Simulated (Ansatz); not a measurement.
# UCCSDTQ/STO-3G run of AlH2O (SMILES [O][AlH2])

Aim: the energy change on altering one bond length of AlH2O at UCCSDTQ/STO-3G, from 2 runs. 

The results are computed with Ansatz 0.2.0.

51 further runs of the same task are left out: 1 that didn't finish, 50 set aside as unsound or not needed.

**1. The molecule**

AlH2O has 4 atoms, charge 0, and is taken as a doublet. SMILES: `[O][AlH2]`. The coordinates come from a PBE0-D4/def2-TZVP relaxation.

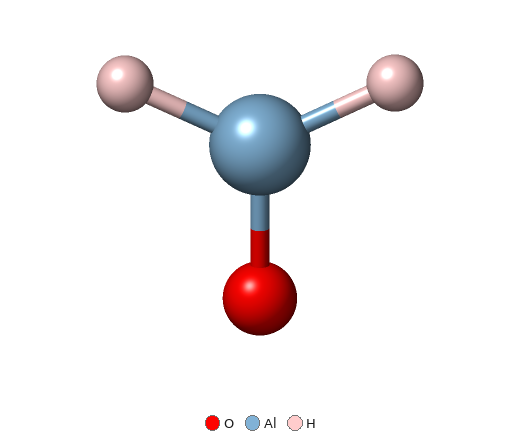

The structure, seen from a chosen angle (oxygen red, aluminium light blue, hydrogen pink).

**2. A single-point energy at UCCSDTQ/STO-3G**

in.yaml

```yaml
basis:
  gaussian:
    orbitals: STO-3G
crystal:
  periodic: [false, false, false]
  atoms:
    - {symbol: O, position_ang: [0.062600, -0.856300, 1.401400]}
    - {symbol: Al, position_ang: [0.011300, 0.029900, -0.080400]}
    - {symbol: H, position_ang: [-1.149600, -0.360800, -1.076000]}
    - {symbol: H, position_ang: [1.131100, 1.126800, -0.265300]}
magnetization:
  spin_polarized: true
  initial_magnetization: 1
correlation:
  method: ccsdtq
  frozen_orbitals: {Al: 5, H: 0, O: 1}
accuracy: high
scf:
  omitted_lower_state_checks: [cluster_reference, increment]
```

Run with:

```console
$ ansatz run in.yaml --threads 1 --pin off --max-ram 2610MiB --events-out events.jsonl --progress --plain --runs-dir runs
```

The program printed, shortened:

```text
Warning: RAYON_NUM_THREADS=1 ignored (pool sized by the plan → 1); use --threads N
Functional definition: HF
  name "HF"
[...]
267 factors; integrals over basis functions are off by at most 2.5e-8 eV
[...]
mean field -8544.49184184 eV, -314.0042835231 hartree, gradient 3.3e-8 eV, S^2 0.756200; 6 other end points of the search recorded, 0 dependent functions left out
6 core orbitals not correlated: weight in the atoms' cores, before any rotation towards them, 0.999 or more for the frozen orbitals, at most 0.000 for the correlated occupied ones
reference -8544.49184184 eV, -314.0042835231 hartree; 6, 5 occupied and 4, 5 virtual orbitals, 267 factors
second order -1.26889821 eV of doubles, -0.00000000 eV of singles
cycle   1  -1.55042967 eV  change   -2.8e-1 eV  update   7.6e-2
[...]
cycle  33  -1.89916592 eV  change  -8.2e-10 eV  update   1.0e-9
Total energy: -8546.39100776 eV, -314.0740765833 hartree
Checks for a lower state left out: cluster_reference, increment
```

Wall time 17 s (1 thread of Arm Neoverse V1, shared host); peak memory 0.17 GiB.

**3. The distorted shape at the same level**

molecule.yaml

```yaml
crystal:
  periodic: [false, false, false]
  atoms:
    - {symbol: O, position_ang: [0.352838, -0.758621, 1.650311]}
    - {symbol: Al, position_ang: [0.301538, 0.127579, 0.168511]}
    - {symbol: H, position_ang: [-1.149600, -0.360800, -1.076000]}
    - {symbol: H, position_ang: [1.421338, 1.224479, -0.016389]}
basis:
  gaussian: {orbitals: STO-3G}
magnetization: {spin_polarized: true, initial_magnetization: 1}
correlation: {method: ccsdtq, frozen_orbitals: {Al: 5, H: 0, O: 1}}
accuracy: high
scf: {omitted_lower_state_checks: [cluster_reference, increment]}
```

Run with:

```console
$ ansatz run molecule.yaml --threads 1 --pin off --max-ram 2610MiB --events-out events.jsonl --progress --plain --runs-dir runs
```

The program printed, shortened:

```text
Warning: RAYON_NUM_THREADS=1 ignored (pool sized by the plan → 1); use --threads N
Functional definition: HF
  name "HF"
[...]
267 factors; integrals over basis functions are off by at most 2.8e-8 eV
[...]
mean field -8542.62947112 eV, -313.9358426613 hartree, gradient 2.0e-8 eV, S^2 0.765224; 8 other end points of the search recorded, 0 dependent functions left out
6 core orbitals not correlated: weight in the atoms' cores, before any rotation towards them, 0.999 or more for the frozen orbitals, at most 0.000 for the correlated occupied ones
reference -8542.62947112 eV, -313.9358426613 hartree; 6, 5 occupied and 4, 5 virtual orbitals, 267 factors
second order -1.49773738 eV of doubles, -0.00000000 eV of singles
cycle   1  -1.87194322 eV  change   -3.7e-1 eV  update   8.9e-2
[...]
cycle  47  -2.34837389 eV  change   1.2e-11 eV  update   1.1e-9
Total energy: -8544.97784500 eV, -314.0221438098 hartree
Checks for a lower state left out: cluster_reference, increment
```

Run time: 19 s. Hardware: 1 thread of Arm Neoverse V1, shared host; peak memory 0.17 GiB.

**4. Results**

Level: UCCSDTQ/STO-3G, 6 core orbitals frozen.

```
                                                          quantity          value
                                         first shape: total energy  -314.07408 Eh
          first shape: correlation energy (6 core orbitals frozen)      -69.8 mEh
                    first shape: ⟨S²⟩ of the reference determinant          0.756
                                        first shape: T1 diagnostic          0.021
                                     distorted shape: total energy  -314.02214 Eh
      distorted shape: correlation energy (6 core orbitals frozen)      -86.3 mEh
                distorted shape: ⟨S²⟩ of the reference determinant          0.765
                                    distorted shape: T1 diagnostic          0.025
energy change with the Al2–H3 bond stretched from 1.578 to 1.973 Å       1.413 eV
```

**Reading.** With the Al2–H3 bond stretched from 1.578 to 1.973 Å the energy rises by 1.41 eV (136 kJ/mol). The first shape isn't relaxed at this level, so the change isn't measured from a minimum. The minimal basis adds a large error of its own.
